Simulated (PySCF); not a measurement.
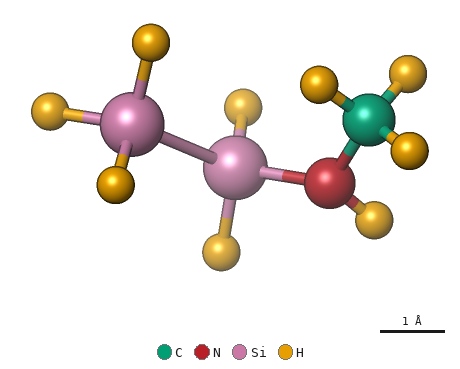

This is the input geometry for a relaxation of CH₉NSi₂. The picture is a ball-and-stick view, seen from a free direction.

The start comes from GFN2-xTB.

These are results of PBE0-D3(BJ)/def2-SVP geometry optimisation, gas phase (PySCF 2.14.0, density-fitted response routines), not measurements.

```xyz
13

C    -1.4888    1.0828   -0.2240
N    -1.2669   -0.3373   -0.1053
Si    0.0732   -1.0391    0.7216
Si    2.0186   -0.1352   -0.1220
H    -2.0963    1.2960   -1.1065
H    -1.9935    1.5084    0.6522
H    -0.5292    1.5836   -0.3385
H    -2.1417   -0.8393   -0.0717
H    -0.1216   -2.4681    0.4468
H    -0.0015   -0.9005    2.1948
H     3.1895   -0.7189    0.5403
H     2.1407    1.3163    0.0753
H     2.2132   -0.3484   -1.5595
```

Q: What does the optimiser find from here?

A: Over 7 geometry steps the energy falls by 13.2 kJ/mol. Largest force component: 0.72 eV/Å at the start, 0.011 eV/Å at the end. The atom that moves furthest after the best rigid fit is H9 (0.12 Å). Largest moves by element: H 0.12 Å, C 0.05 Å, Si 0.04 Å, N 0.04 Å. Among the contacts that change: Si3–Si4 2.305 → 2.349 Å, Si3–H9 1.468 → 1.496 Å, Si3–H10 1.482 → 1.507 Å, C1–H6 1.097 → 1.108 Å. Bond angles that change, for instance: Si4–Si3–H9 115.2° → 109.9°, N2–Si3–H9 101.7° → 106.8°, Si4–Si3–H10 111.7° → 107.4°.

Step by step:

```csv
step,"E − E(0), kJ/mol","largest force component, eV/Å"
0,0.00,0.7249
1,-12.50,0.2279
2,-13.03,0.0840
3,-12.98,0.0921
4,-13.11,0.0271
5,-13.13,0.0299
6,-13.15,0.0239
7,-13.16,0.0107
```

Final geometry:

```xyz
13

C    -1.5316    1.1005   -0.2177
N    -1.3003   -0.3177   -0.0922
Si    0.0511   -1.0333    0.7251
Si    2.0577   -0.1504   -0.1199
H    -2.1096    1.3319   -1.1282
H    -2.0656    1.5530    0.6410
H    -0.5709    1.6328   -0.3119
H    -2.1430   -0.8780   -0.1585
H    -0.0101   -2.5040    0.4583
H     0.0790   -0.8614    2.2223
H     3.2200   -0.8048    0.5599
H     2.1569    1.3248    0.1182
H     2.1622   -0.3930   -1.5926
```

After the run, drawn alike:

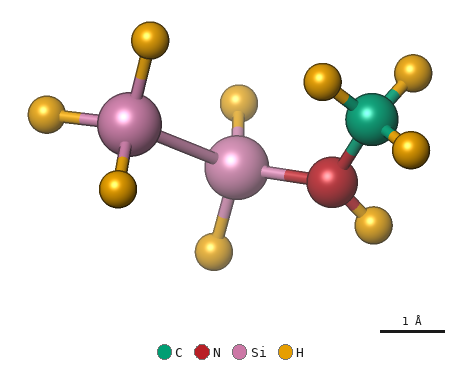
